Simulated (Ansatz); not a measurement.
# Sodium, simple cubic under LDA: ground state and equation of state, part 2 of 2

The plan for sodium in the simple cubic structure: relax it, solve it on a dense k-mesh, switch on spin-orbit coupling, then scale the cell to 7 volumes from 88 to 112 % of the relaxed one and try a fit of the equation of state. The k-meshes are 9×9×9 for the relaxation; 16×16×16 for the dense run; 10×10×10 for spin-orbit coupling; 11×11×11 for the volumes.

Ansatz 0.2.0; DFT, LDA (PW92), plane waves (420 eV) with PAW, scalar-relativistic. The steps go on from the part before.

## 6. At 92 % of the relaxed volume

This is Na in the simple cubic structure; at room conditions it is bcc.

File input.yaml:

```yaml
crystal:
  lattice:
    - [3.2090537945, 0.0, 0.0]
    - [0.0, 3.2090537945, 0.0]
    - [0.0, 0.0, 3.2090537945]
  atoms:
    - { symbol: Na, position: [0.0, 0.0, 0.0] }
hamiltonian:
  xc: lda
  pseudopotentials:
    kind: paw
    azcp:
      Na: "pseudopotentials/Na.paw.azcp"
basis:
  ecutwfc: 420
  fft_grid_basis: typed
kpoints:
  mp_grid: { grid: [11, 11, 11], shift: [0, 0, 0] }
magnetization:
  spin_polarized: false
scf:
  occupations: { method: fermi_dirac, width: 0.1 }
  lower_state_search: "off"
output:
  stress: true
```

On the command line:

```sh
$ ansatz run input.yaml --threads 2 --pin off --max-ram 5120MiB --backend cpu --events-out ev --progress --plain --runs-dir out
```

What it wrote, cut to the lines that bear on the results:

```text
Warning: <dir> the record states the generating functional pbe (its physics header spells it `PBE`), which answers neither for hamiltonian.xc's functional nor for the lda family's — results may be inconsistent (PPs are generated against a specific XC)
Warning: RAYON_NUM_THREADS=2 ignored (pool sized by the plan → 2); use --threads N
[...]
Pseudopotentials: kind: paw
Pseudopotential: Na, paw, valence charge 9, recommended cutoff 420 eV (normal), <dir>
Functional definition: SPW92
[...]
Crystal: 1 atoms, lattice volume = 33.047 Å³
Basis set: ecut = 420 eV, 619 PW (Γ)
Bands: 9, of which v1, the nominal top of the filled ones, is band 5 counted from 1 (4 counted from 0)
Symmetry: 48 space group operations
Space group: Pm-3m (ITA 221), of the structure as read, at distance tolerance 3.2e-5 Å
k-points: 56 of 1331
[...]
SCF iter   1: F=—  HF=-1466.490909 eV  |F-HF|=—  |Δ(HF+E_count)|=         —  Δρ=5.71e-3  dr2=4.60e-3  ethr=1.77e-3  ⟨swp⟩=5.1  Hψ=3287  notcnv=0
[...]
SCF iter   6: F=-1466.487301 eV  HF=-1466.487301 eV  |F-HF|=1.36e-12  |Δ(HF+E_count)|=  3.21e-10  Δρ=1.90e-7  dr2=4.54e-12  ethr=7.49e-12  ⟨swp⟩=1.0  Hψ=1494  notcnv=0
[...]
SCF converged after 6 iterations
Free energy (F): -1466.487301 eV
[...]
E sigma→0 (E₀):  -1466.479538 eV
Entropy (-TS):   -0.015525 eV (-15.525 meV/atom)
Fermi energy:    2.077998 eV
[...]
--- Stress (GPa, compression-positive) ---
        0.666143      -0.000000       0.000000
       -0.000000       0.666143       0.000000
        0.000000       0.000000       0.666143
  P = ⅓ Tr σ = 0.6661 GPa (6.661 kbar)
```

Wall time 0.72 s (2 threads of Intel Xeon Platinum 8259CL at 2.50GHz (Skylake/Cascade Lake), shared host); peak memory 0.32 GiB.

## 7. At 96 % of the relaxed volume

Edit input.yaml of step 6 so:

```diff
@@ -2,5 +2,5 @@
   lattice:
-    - [3.2090537945, 0.0, 0.0]
-    - [0.0, 3.2090537945, 0.0]
-    - [0.0, 0.0, 3.2090537945]
+    - [3.2549036147, 0.0, 0.0]
+    - [0.0, 3.2549036147, 0.0]
+    - [0.0, 0.0, 3.2549036147]
   atoms:
```

On the command line:

```sh
$ ansatz run input.yaml --threads 2 --pin off --max-ram 5120MiB --backend cpu --events-out ev --progress --plain --runs-dir out
```

What it wrote, cut to the lines that bear on the results:

```text
Warning: <dir> the record states the generating functional pbe (its physics header spells it `PBE`), which answers neither for hamiltonian.xc's functional nor for the lda family's — results may be inconsistent (PPs are generated against a specific XC)
Warning: RAYON_NUM_THREADS=2 ignored (pool sized by the plan → 2); use --threads N
[...]
[... 3 set-up lines as earlier in the session ...]
[...]
Crystal: 1 atoms, lattice volume = 34.484 Å³
Basis set: ecut = 420 eV, 691 PW (Γ)
Bands: 9, of which v1, the nominal top of the filled ones, is band 5 counted from 1 (4 counted from 0)
[... 2 set-up lines as earlier in the session ...]
k-points: 56 of 1331
[...]
SCF iter   1: F=—  HF=-1466.495151 eV  |F-HF|=—  |Δ(HF+E_count)|=         —  Δρ=5.59e-3  dr2=4.60e-3  ethr=1.77e-3  ⟨swp⟩=5.0  Hψ=3288  notcnv=0
[...]
SCF iter   6: F=-1466.491511 eV  HF=-1466.491511 eV  |F-HF|=2.27e-13  |Δ(HF+E_count)|=  4.49e-10  Δρ=1.45e-7  dr2=3.42e-12  ethr=7.37e-12  ⟨swp⟩=1.0  Hψ=1495  notcnv=0
[...]
SCF converged after 6 iterations
Free energy (F): -1466.491511 eV
[...]
E sigma→0 (E₀):  -1466.483607 eV
Entropy (-TS):   -0.015809 eV (-15.809 meV/atom)
Fermi energy:    1.879103 eV
[...]
--- Stress (GPa, compression-positive) ---
        0.285470      -0.000000       0.000000
       -0.000000       0.285470       0.000000
        0.000000       0.000000       0.285470
  P = ⅓ Tr σ = 0.2855 GPa (2.855 kbar)
```

It took 0.65 s on 2 threads of Intel Xeon Platinum 8259CL at 2.50GHz (Skylake/Cascade Lake), shared host; peak memory 0.33 GiB.

## 8. At 100 % of the relaxed volume

Edit input.yaml of step 7 so:

```diff
@@ -2,5 +2,5 @@
   lattice:
-    - [3.2549036147, 0.0, 0.0]
-    - [0.0, 3.2549036147, 0.0]
-    - [0.0, 0.0, 3.2549036147]
+    - [3.2994968768, 0.0, 0.0]
+    - [0.0, 3.2994968768, 0.0]
+    - [0.0, 0.0, 3.2994968768]
   atoms:
```

On the command line:

```sh
$ ansatz run input.yaml --threads 2 --pin off --max-ram 5120MiB --backend cpu --events-out ev --progress --plain --runs-dir out
```

What it wrote, cut to the lines that bear on the results:

```text
Warning: <dir> the record states the generating functional pbe (its physics header spells it `PBE`), which answers neither for hamiltonian.xc's functional nor for the lda family's — results may be inconsistent (PPs are generated against a specific XC)
Warning: RAYON_NUM_THREADS=2 ignored (pool sized by the plan → 2); use --threads N
[...]
[... 3 set-up lines as earlier in the session ...]
[...]
Crystal: 1 atoms, lattice volume = 35.921 Å³
Basis set: ecut = 420 eV, 739 PW (Γ)
Bands: 9, of which v1, the nominal top of the filled ones, is band 5 counted from 1 (4 counted from 0)
[... 2 set-up lines as earlier in the session ...]
k-points: 56 of 1331
[...]
SCF iter   1: F=—  HF=-1466.496259 eV  |F-HF|=—  |Δ(HF+E_count)|=         —  Δρ=5.46e-3  dr2=4.58e-3  ethr=1.77e-3  ⟨swp⟩=5.0  Hψ=3283  notcnv=0
[...]
SCF iter   6: F=-1466.492618 eV  HF=-1466.492618 eV  |F-HF|=1.59e-12  |Δ(HF+E_count)|=  2.64e-10  Δρ=1.49e-7  dr2=3.55e-12  ethr=9.20e-12  ⟨swp⟩=1.0  Hψ=1486  notcnv=0
[...]
SCF converged after 6 iterations
Free energy (F): -1466.492618 eV
[...]
E sigma→0 (E₀):  -1466.484568 eV
Entropy (-TS):   -0.016099 eV (-16.099 meV/atom)
Fermi energy:    1.696322 eV
[...]
--- Stress (GPa, compression-positive) ---
       -0.028518      -0.000000       0.000000
       -0.000000      -0.028518       0.000000
        0.000000       0.000000      -0.028518
  P = ⅓ Tr σ = -0.0285 GPa (-0.285 kbar)
```

Wall time 0.66 s (2 threads of Intel Xeon Platinum 8259CL at 2.50GHz (Skylake/Cascade Lake), shared host); peak memory 0.29 GiB.

## 9. At 104 % of the relaxed volume

Edit input.yaml of step 8 so:

```diff
@@ -2,5 +2,5 @@
   lattice:
-    - [3.2994968768, 0.0, 0.0]
-    - [0.0, 3.2994968768, 0.0]
-    - [0.0, 0.0, 3.2994968768]
+    - [3.3429162886, 0.0, 0.0]
+    - [0.0, 3.3429162886, 0.0]
+    - [0.0, 0.0, 3.3429162886]
   atoms:
```

On the command line:

```sh
$ ansatz run input.yaml --threads 2 --pin off --max-ram 5120MiB --backend cpu --events-out ev --progress --plain --runs-dir out
```

What it wrote, cut to the lines that bear on the results:

```text
Warning: <dir> the record states the generating functional pbe (its physics header spells it `PBE`), which answers neither for hamiltonian.xc's functional nor for the lda family's — results may be inconsistent (PPs are generated against a specific XC)
Warning: RAYON_NUM_THREADS=2 ignored (pool sized by the plan → 2); use --threads N
[...]
[... 3 set-up lines as earlier in the session ...]
[...]
Crystal: 1 atoms, lattice volume = 37.357 Å³
Basis set: ecut = 420 eV, 739 PW (Γ)
Bands: 9, of which v1, the nominal top of the filled ones, is band 5 counted from 1 (4 counted from 0)
[... 2 set-up lines as earlier in the session ...]
k-points: 56 of 1331
[...]
SCF iter   1: F=—  HF=-1466.494790 eV  |F-HF|=—  |Δ(HF+E_count)|=         —  Δρ=5.34e-3  dr2=4.57e-3  ethr=1.77e-3  ⟨swp⟩=5.1  Hψ=3279  notcnv=0
[...]
SCF iter   6: F=-1466.491160 eV  HF=-1466.491160 eV  |F-HF|=2.27e-13  |Δ(HF+E_count)|=  9.09e-10  Δρ=1.52e-7  dr2=4.19e-12  ethr=1.56e-11  ⟨swp⟩=1.0  Hψ=1489  notcnv=0
[...]
SCF converged after 6 iterations
Free energy (F): -1466.491160 eV
[...]
E sigma→0 (E₀):  -1466.482963 eV
Entropy (-TS):   -0.016395 eV (-16.395 meV/atom)
Fermi energy:    1.527749 eV
[...]
--- Stress (GPa, compression-positive) ---
       -0.288200      -0.000000       0.000000
       -0.000000      -0.288200       0.000000
        0.000000       0.000000      -0.288200
  P = ⅓ Tr σ = -0.2882 GPa (-2.882 kbar)
```

Wall time 0.63 s (2 threads of Intel Xeon Platinum 8259CL at 2.50GHz (Skylake/Cascade Lake), shared host); peak memory 0.33 GiB.

## 10. At 108 % of the relaxed volume

Edit input.yaml of step 9 so:

```diff
@@ -2,5 +2,5 @@
   lattice:
-    - [3.3429162886, 0.0, 0.0]
-    - [0.0, 3.3429162886, 0.0]
-    - [0.0, 0.0, 3.3429162886]
+    - [3.3852361773, 0.0, 0.0]
+    - [0.0, 3.3852361773, 0.0]
+    - [0.0, 0.0, 3.3852361773]
   atoms:
```

On the command line:

```sh
$ ansatz run input.yaml --threads 2 --pin off --max-ram 5120MiB --backend cpu --events-out ev --progress --plain --runs-dir out
```

What it wrote, cut to the lines that bear on the results:

```text
Warning: <dir> the record states the generating functional pbe (its physics header spells it `PBE`), which answers neither for hamiltonian.xc's functional nor for the lda family's — results may be inconsistent (PPs are generated against a specific XC)
Warning: RAYON_NUM_THREADS=2 ignored (pool sized by the plan → 2); use --threads N
[...]
[... 3 set-up lines as earlier in the session ...]
[...]
Crystal: 1 atoms, lattice volume = 38.794 Å³
Basis set: ecut = 420 eV, 739 PW (Γ)
Bands: 9, of which v1, the nominal top of the filled ones, is band 5 counted from 1 (4 counted from 0)
[... 2 set-up lines as earlier in the session ...]
k-points: 56 of 1331
[...]
SCF iter   1: F=—  HF=-1466.491162 eV  |F-HF|=—  |Δ(HF+E_count)|=         —  Δρ=5.22e-3  dr2=4.55e-3  ethr=1.77e-3  ⟨swp⟩=5.1  Hψ=3275  notcnv=0
[...]
SCF iter   6: F=-1466.487580 eV  HF=-1466.487580 eV  |F-HF|=2.27e-13  |Δ(HF+E_count)|=   1.47e-9  Δρ=1.63e-7  dr2=5.23e-12  ethr=2.11e-11  ⟨swp⟩=1.0  Hψ=1489  notcnv=0
[...]
SCF converged after 6 iterations
Free energy (F): -1466.487580 eV
[...]
E sigma→0 (E₀):  -1466.479233 eV
Entropy (-TS):   -0.016695 eV (-16.695 meV/atom)
Fermi energy:    1.371771 eV
[...]
--- Stress (GPa, compression-positive) ---
       -0.503252       0.000000      -0.000000
       -0.000000      -0.503252       0.000000
       -0.000000       0.000000      -0.503252
  P = ⅓ Tr σ = -0.5033 GPa (-5.033 kbar)
```

It took 0.67 s on 2 threads of Intel Xeon Platinum 8259CL at 2.50GHz (Skylake/Cascade Lake), shared host; peak memory 0.32 GiB.

## 11. At 112 % of the relaxed volume

Edit input.yaml of step 10 so:

```diff
@@ -2,5 +2,5 @@
   lattice:
-    - [3.3852361773, 0.0, 0.0]
-    - [0.0, 3.3852361773, 0.0]
-    - [0.0, 0.0, 3.3852361773]
+    - [3.4265236144, 0.0, 0.0]
+    - [0.0, 3.4265236144, 0.0]
+    - [0.0, 0.0, 3.4265236144]
   atoms:
```

On the command line:

```sh
$ ansatz run input.yaml --threads 2 --pin off --max-ram 5120MiB --backend cpu --events-out ev --progress --plain --runs-dir out
```

What it wrote, cut to the lines that bear on the results:

```text
Warning: <dir> the record states the generating functional pbe (its physics header spells it `PBE`), which answers neither for hamiltonian.xc's functional nor for the lda family's — results may be inconsistent (PPs are generated against a specific XC)
Warning: RAYON_NUM_THREADS=2 ignored (pool sized by the plan → 2); use --threads N
[...]
[... 3 set-up lines as earlier in the session ...]
[...]
Crystal: 1 atoms, lattice volume = 40.231 Å³
Basis set: ecut = 420 eV, 751 PW (Γ)
Bands: 9, of which v1, the nominal top of the filled ones, is band 5 counted from 1 (4 counted from 0)
[... 2 set-up lines as earlier in the session ...]
k-points: 56 of 1331
[...]
SCF iter   1: F=—  HF=-1466.485795 eV  |F-HF|=—  |Δ(HF+E_count)|=         —  Δρ=5.09e-3  dr2=4.49e-3  ethr=1.77e-3  ⟨swp⟩=5.1  Hψ=3272  notcnv=0
[...]
SCF iter   6: F=-1466.482241 eV  HF=-1466.482241 eV  |F-HF|=9.09e-12  |Δ(HF+E_count)|=   1.80e-9  Δρ=1.60e-7  dr2=1.18e-11  ethr=4.62e-11  ⟨swp⟩=1.2  Hψ=1499  notcnv=0
[...]
SCF converged after 6 iterations
Free energy (F): -1466.482241 eV
[...]
E sigma→0 (E₀):  -1466.473741 eV
Entropy (-TS):   -0.016999 eV (-16.999 meV/atom)
Fermi energy:    1.227001 eV
[...]
--- Stress (GPa, compression-positive) ---
       -0.681488      -0.000000       0.000000
        0.000000      -0.681488       0.000000
        0.000000       0.000000      -0.681488
  P = ⅓ Tr σ = -0.6815 GPa (-6.815 kbar)
```

It took 0.7 s on 2 threads of Intel Xeon Platinum 8259CL at 2.50GHz (Skylake/Cascade Lake), shared host; peak memory 0.32 GiB.

## 12. Energy and pressure against volume

All volumes keep the relaxed shape and fractional coordinates.

```
V (Å³/atom)  E − E₀ (meV/atom)  P from the stress (GPa)  P from the fit (GPa)
     31.610               12.9                     1.13                  1.11
     33.047                5.1                     0.67                  0.65
     34.484                1.0                     0.29                  0.27
     35.921                0.0                    -0.03                 -0.04
     37.357                1.6                    -0.29                 -0.31
     38.794                5.4                    -0.50                 -0.52
     40.231               10.9                    -0.68                 -0.70
```

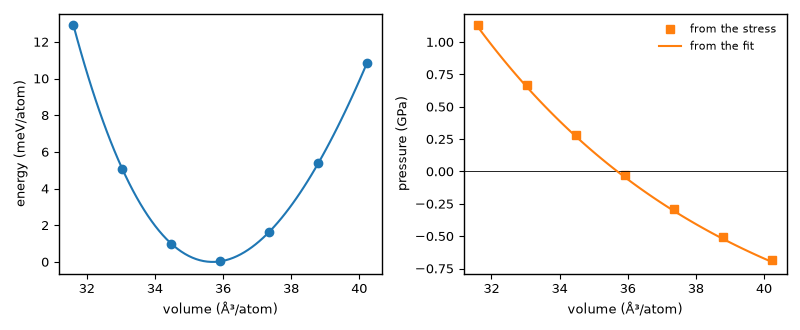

Energy and pressure against volume; the lines are the Birch-Murnaghan fit.

A third-order Birch-Murnaghan fit gives V₀ = 35.697 Å³/atom, B₀ = 7.3 GPa and B₀′ = 3.7; it misses no point by more than 0.01 meV/atom.

## 13. Summary of results

This closing draws on all 2 parts.

| quantity | value |
| --- | --- |
| space group (spins left aside) | Pm-3m (No. 221) |
| conventional cell | a = 3.299 Å |
| volume | 35.921 Å³/atom |
| shortest distance | 3.299 Å |
| gap on the mesh | none (levels filled in part) |
| relative to bcc | +122 meV/atom |
| V₀, B₀, B₀′ | 35.697 Å³/atom, 7.3 GPa, 3.7 |

**Reading.** From the guessed start the volume shrank by 11.8 % in 5 steps. It lies 122 meV/atom above the element's reference form at the same level (bcc, from a run of its own). Levels at the Fermi energy are filled in part, as in a metal. The total energy of the spin-orbit run (on a coarser mesh) lies -21 meV/atom from the scalar one; mesh and treatment of the core enter this figure, so it is no spin-orbit energy. The fitted modulus is 7.3 GPa, a soft solid. The symmetry was held, so the structure may be unstable against distortions that break it.
